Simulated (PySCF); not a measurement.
# EPR calculation of C₃H₈B₂N

The run: EPR calculation of C₃H₈B₂N, multiplicity 2, SMILES B[B]NC1CC1. Method and program: UKS B3LYP, pcH-1 on B C H N, non-relativistic, mean-field spin-orbit, GIAO (PySCF 2.14.0).

It belongs to a series of runs on one base structure; here: H removed from B.

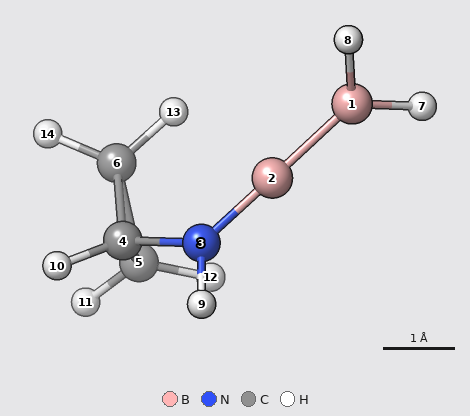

The structure (ball-and-stick view, seen at a tilt; atoms are numbered from 1 in the order of the input).

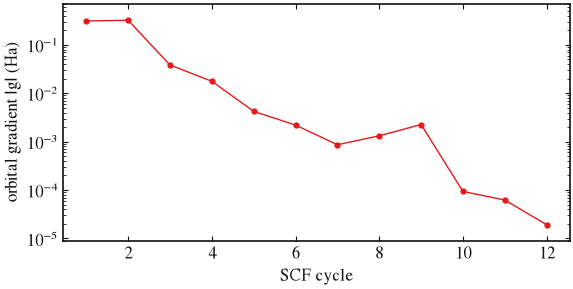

Convergence of the self-consistent field: orbital gradient |g| against the SCF cycle. All cycles printed in the log are drawn one after another.

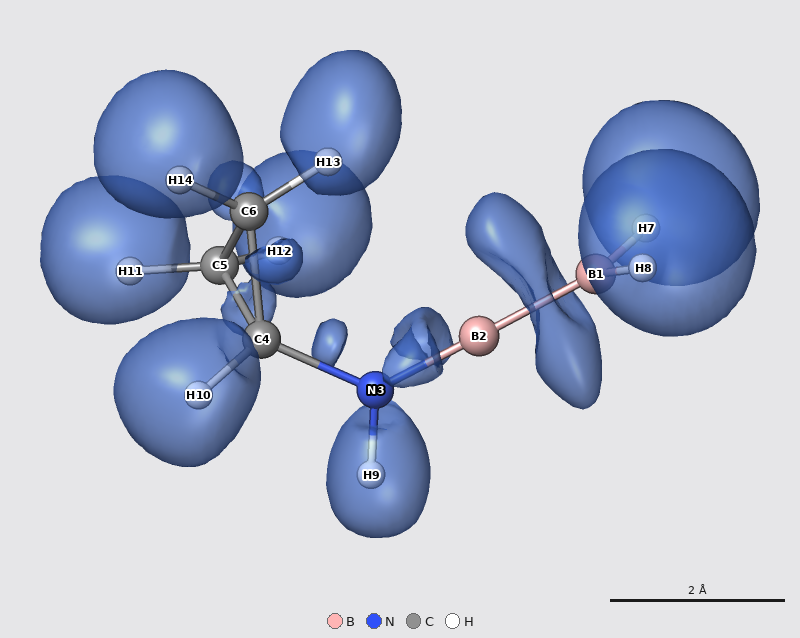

Isosurface of the ELF at 0.85 (blue), seen at a tilt. Core shells and regions of very low density are left out. Profiles from the grid: B–N (1.36 Å): the ELF peaks at about 0.90 between the atoms (a polar covalent bond).

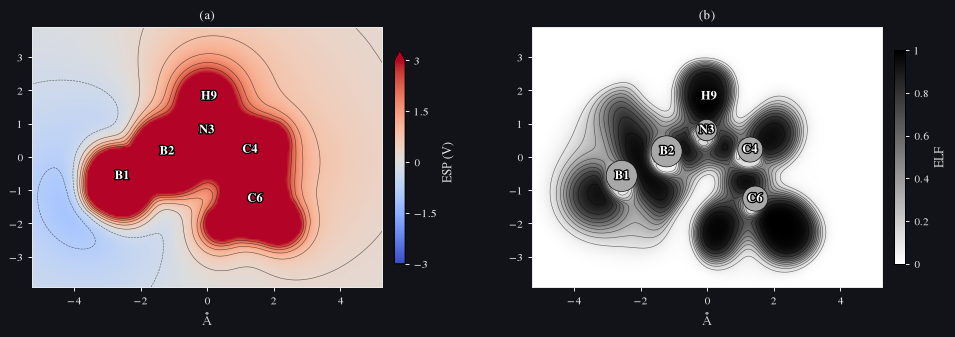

(a) electrostatic potential; (b) ELF on the plane of atoms C4, N3 and H9. Grey discs, where drawn, cover atomic cores. B–N (1.36 Å): the ELF peaks at about 0.90 between the atoms, which marks a polar covalent bond. C–C (1.49 Å): the ELF peaks at about 0.90 between the atoms (a covalent bond). B–B (1.54 Å): the ELF peaks at about 0.95 between the atoms, which marks a shared electron pair. N–H (1.01 Å): the ELF climbs to about 1 towards the hydrogen, as it does in any bond to H; a covalent bond by its length.

The input and output of the run follow.

Input file:
```
{"job": {"kind": "epr", "basis": "pcH-1"}, "charge": 0, "multiplicity": 2}
B      2.688781     0.411709    -0.501564
B      1.560179    -0.080132     0.424284
N      0.552118    -0.506984     1.234402
C     -0.837257    -0.136511     1.184963
C     -1.719146    -0.697675     0.102675
C     -1.326200     0.750785     0.086090
H      2.945277    -0.115027    -1.528783
H      3.367514     1.345822    -0.249394
H      0.712547    -1.214753     1.943341
H     -1.277205    -0.012208     2.170257
H     -2.737696    -0.959416     0.346547
H     -1.258771    -1.345685    -0.627338
H     -0.598359     1.065117    -0.646773
H     -2.072458     1.494486     0.319149
```

The first line tells a small driver script what to run in PySCF; the rest is the geometry in Å.

Launched with:
```bash
OMP_NUM_THREADS=1 python <driver script> task.json out
```

Log:
```
UKS, coarse grid
  cycle   1  E = -223.47765550  |g| = 3.12e-01
  cycle   2  E = -223.47969101  |g| = 3.23e-01
  cycle   3  E = -223.53637651  |g| = 3.84e-02
  cycle   4  E = -223.53698981  |g| = 1.77e-02
  cycle   5  E = -223.53716743  |g| = 4.23e-03
  cycle   6  E = -223.53717606  |g| = 2.20e-03
  cycle   7  E = -223.53717904  |g| = 8.63e-04
UKS, final grid
  cycle   1  E = -223.53715593  |g| = 1.32e-03
  cycle   2  E = -223.53715451  |g| = 2.26e-03
  cycle   3  E = -223.53715675  |g| = 9.35e-05
  cycle   4  E = -223.53715676  |g| = 6.22e-05
  cycle   5  E = -223.53715677  |g| = 1.92e-05
E = -223.53715677 Eh   <S^2> = 0.7518 (exact 0.7500)
g shifts (ppm)      1          2          3
  rmc           -74        -74        -74
  gc             21          7         15
  oz_so         -82        -32         70
  total        -135        -99         11
hyperfine (MHz)  atom isotope    a_iso     a_fc   dipolar eigenvalues
    0   11B      -3.78      -3.78    -21.27    -18.84     40.11
    1   11B       5.51       5.51    -30.75    -30.32     61.08
    2   14N      -7.61      -7.61     -1.44      0.52      0.91
    3   13C      40.57      40.57     -2.63     -2.24      4.86
    4   13C      -1.12      -1.12     -0.71     -0.16      0.87
    5   13C       9.41       9.41     -1.41     -0.68      2.09
    6    1H     -25.32     -25.32    -11.39     -0.61     12.00
    7    1H     -25.28     -25.28    -11.39     -0.61     12.00
    8    1H      56.96      56.96     -4.02     -2.38      6.40
    9    1H      -1.68      -1.68     -1.99     -1.38      3.37
   10    1H       2.44       2.44     -0.73     -0.65      1.38
   11    1H       1.38       1.38     -1.53     -1.47      3.00
   12    1H      -0.74      -0.74     -5.15     -2.39      7.54
   13    1H      -0.12      -0.12     -1.39     -0.90      2.29
```

Key numbers:

- outcome: converged
- total energy: −223.537157 hartree
- ⟨S²⟩: 0.752
- isotropic g: 2.0022
- hardware: 1 CPU thread, shared host
- wall time: 35 s
- peak memory: 0.83 GiB
